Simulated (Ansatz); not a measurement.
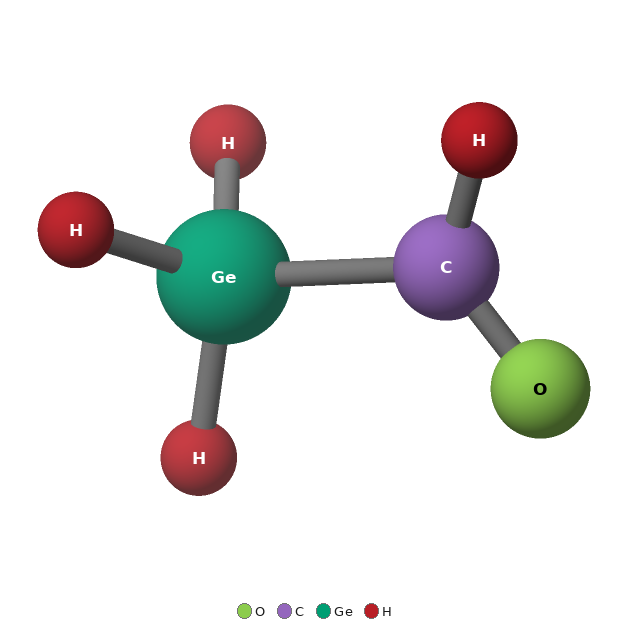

The geometry was computed by an optimisation with PBE-D4/def2-SVP. No frequency run is at hand to confirm it as a minimum. Method: RKS PBE-D4/def2-SVP (Ansatz 0.2.0).

Predict the main results.

The species is CH₄GeO.
- dipole moment: 1.73 D
- dispersion correction: −9.8 kJ/mol
